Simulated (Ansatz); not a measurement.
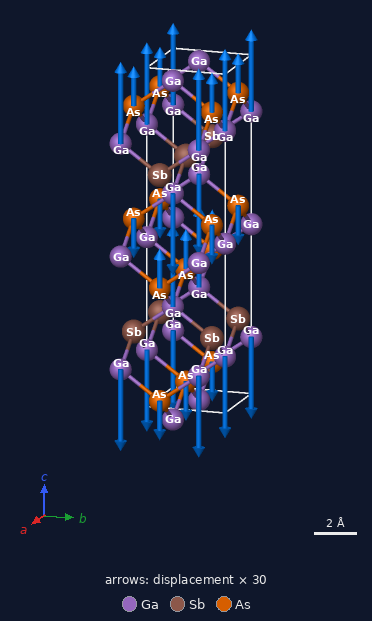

This is a relaxation of a crystal of Ga3SbAs2 (a generated structure, set up in I-4m2) (coarse preliminary run). The starting structure is drawn; blue arrows show the displacements (the part carried along by the change of the cell is left out), 30 times their true length.

Style: ball-and-stick. Shown: the conventional cell (2 times the calculation's cell), repeated 2 × 1 × 1 with one cell outlined, slightly off an axis. Lengths and directions refer to the drawn axes.

The calculation used DFT PBE, scalar-relativistic, plane waves, PAW (Ansatz). Settings: plane-wave cutoff 420 eV; k-point mesh 6 × 6 × 6; occupations gaussian; smearing width 0.1 eV; no spin polarisation; cell and atoms relaxed; force threshold 0.04 eV/Å; at most 70 steps.

Which element moves most?

Answer. Gallium: up to 0.14 Å, against 0.07 Å for arsenic.

Describe the change and its energy.

Answer. The largest moves relative to the cell, 0.14 Å, are those of Ga atoms. By element the largest moves are Ga 0.14 Å, As 0.07 Å. Sb stays in place. Cell: a = b 3.977 → 4.193 Å (+5.4 %), c 16.875 → 17.668 Å (+4.7 %). Volume +16.3 %. Near-neighbour distances that change, for instance: Ga–Sb 2.436 → 2.642 Å, As–Ga 2.436 → 2.522 Å. Bond angles that change, for instance: Sb–Ga–Sb 109.5° → 105.0°, Ga–Sb–Ga 109.5° → 105.0°, As–Ga–As 109.5° → 112.4°. The space group stays I-4m2 (No. 119). Over 2 accepted moves (3 points after the start) the energy falls by 150 meV per atom. Largest force component: 1.8 eV/Å at the start, 0.033 eV/Å at the end. Pressure: 11.99 GPa at the start and −0.25 GPa at the end. The SCF was repeated once at an unchanged geometry on a basis and grid sized afresh for the cell, which shifted the energy by 1.0 meV per atom at most.
